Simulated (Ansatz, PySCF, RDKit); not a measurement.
SiH4 (SMILES [SiH4]) and CH3F (SMILES CF) are pulled apart as rigid monomers along the line of their centres of mass, from the B3LYP-D3(BJ)/def2-TZVP minimum. Starting geometry (charge 0, multiplicity 1):
```xyz
10

Si     0.161     0.131     0.039
H     -1.161     0.478     0.607
H      1.151     1.178     0.367
H      0.033     0.025    -1.434
H      0.602    -1.178     0.571
C     -0.493    -0.729     3.680
F      0.347     0.264     3.182
H     -0.104    -1.701     3.374
H     -0.512    -0.653     4.767
H     -1.492    -0.578     3.271
```

Interaction energies with rigid monomers; basis-set methods are counterpoise corrected unless marked otherwise.

Rows in 3-21G, 6-31G* carry no dispersion term and start afresh at each structure (6-31G* with six Cartesian d functions). MP2/6-31G* freezes PySCF's default core.

The values were computed with Ansatz (a program for electronic structure); PySCF for 3-21G rows, 6-31G* rows, the dispersion terms; RDKit for the force fields. 

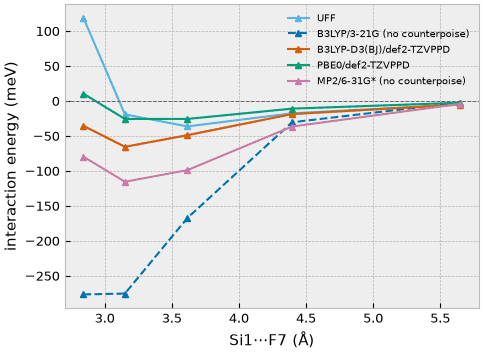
Fig. 1. Interaction energy against separation

Q: Which level binds most strongly at Si1···F7 = 3.15, and by how much?

A: B3LYP/3-21G (no counterpoise), -275 meV.
